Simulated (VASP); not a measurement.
Shape and ions are relaxed at each volume.

Energy against volume of ZnS (wurtzite). All values below come from PBE GGA with D3 dispersion (Becke-Johnson damping), VASP's PBE PAW potentials (set 64) (plane waves; VASP 6.6.1).

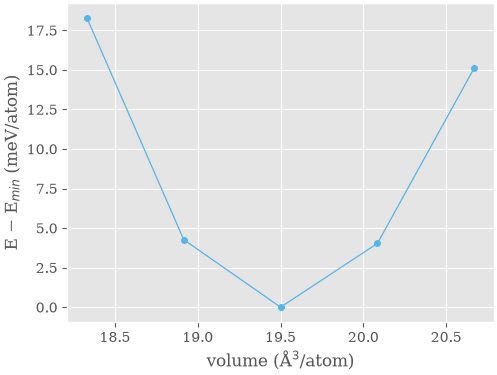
Energy against volume

**Question.** Estimate the equilibrium volume and the bulk modulus.

**Answer.** The minimum lies near 19.5 Å³/atom, and the curvature gives B0 of about 76 GPa.

Measured: bulk modulus 80.0 GPa (computed value off by -5.3 %), as given by Isothermal phase behavior of Ag3SbS3, ZnGeP2, and ZnS (abstract). The calculation is for a static lattice, while the measured bulk modulus holds thermal and zero-point effects, which are part of the difference.

The compound is ZnS in the wurtzite structure, the high-temperature form. It was relaxed first.
